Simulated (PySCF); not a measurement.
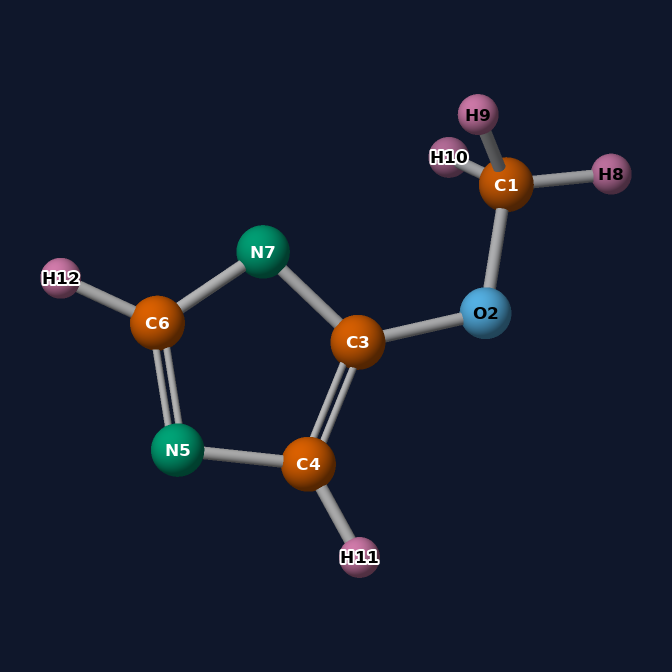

Charge −1, singlet. The computed structure is the end point of a PBE0-D3(BJ)/def2-SVP optimisation. No frequency run is at hand to confirm it as a minimum. Properties computed with B3LYP/pcJ-1 indirect spin-spin coupling, non-relativistic, gas phase (PySCF 2.14.0). Isotopes: 13C, 1H, 15N, 17O.

Give the spin–spin coupling constants of these pairs, with the number of bonds between them: C4/N5, N5/C6, C6/N7, O2/N7, C4/N7, N5/H12, N7/H12, C1/N7, O2/N5.

```csv
pair,bonds apart,J (Hz)
"C4, N5",1,1.2
"N5, C6",1,1.5
"C6, N7",1,0.8
"O2, N7",2,2.1
"C4, N7",2,−1.1
"N5, H12",2,−14.9
"N7, H12",2,−15.5
"C1, N7",3,−5.0
"O2, N5",3,−1.2
```
